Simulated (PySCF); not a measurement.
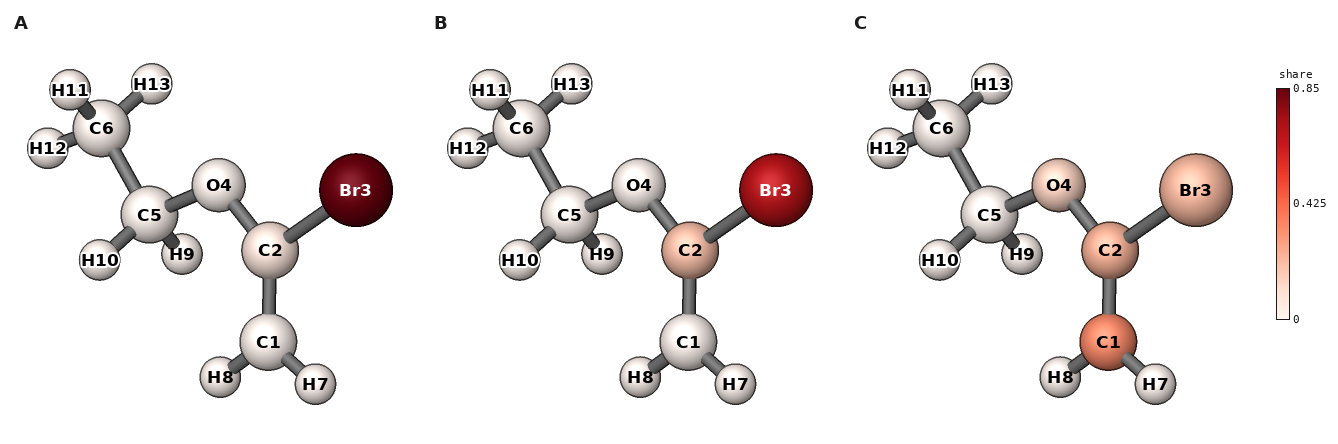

Each panel colours the atoms by their Löwdin share in one orbital (up to four of the largest shares; other atoms are shown as zero). The computed structure is the end point of a GFN2-xTB optimisation. No frequency run is at hand to confirm it as a minimum. Computed with CAM-B3LYP/def2-SVPD (PySCF 2.14.0).

> The panels show the HOMO−1, HOMO, LUMO, in some order. Which is which?

A: HOMO−1, −9.62 eV; Br3 0.85, C2 0.07
B: LUMO, 0.90 eV; Br3 0.69, C2 0.19
C: HOMO, −8.29 eV; C1 0.34, C2 0.23, Br3 0.21, O4 0.14

The geometry is semi-empirical. Around Br such bond lengths and angles can be off by a tenth of an ångström or more and by several degrees, and values that hang on the shape move with them.
